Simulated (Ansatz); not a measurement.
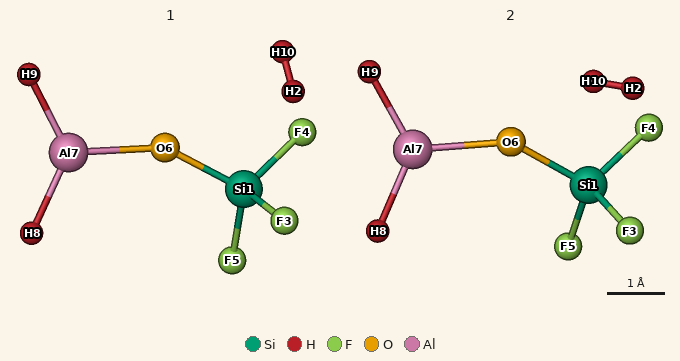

Two geometries of AlSiH4OF3, drawn at one scale. One is the start of a relaxation, the other its converged end. A ball-and-stick model, seen from a free direction.

Method: RKS B3LYP-D4/cc-pVDZ in Ansatz. (no spin polarisation; force threshold 0.03 eV/Å; at most 50 steps)

### Which geometry has the lower energy?

Structure 1 is the relaxed one. The run prepares an end point of a later path (reaction) calculation, from a guessed geometry. The atom that moves furthest after the best rigid fit is H10 (0.83 Å). By element the largest moves are H 0.83 Å, O 0.36 Å, F 0.28 Å, Si 0.21 Å, Al 0.11 Å. Among the contacts that change: H2–H10 0.718 → 0.762 Å, Si1–O6 1.654 → 1.621 Å, Al7–H9 1.586 → 1.576 Å, O6–Al7 1.753 → 1.749 Å. Among the angles between lasting bonds that change: Si1–O6–Al7 143.6° → 150.0°, F5–Si1–O6 109.6° → 111.8°. Groups turn about O6–Al7 by about 25°. Over 18 accepted moves (25 points after the start) the energy falls by 0.174 eV. The largest force component goes from 1.6 to 0.02 eV/Å. The line search rejected the trial steps at points 4, 7, 10, 14, 18, 21, 23 of the run. The forces were under the threshold at step 11, but the run went on from there.

Limits of the set-up: the start holds two separate molecules, 2.2 Å apart at their closest, whose relative position is a soft coordinate.
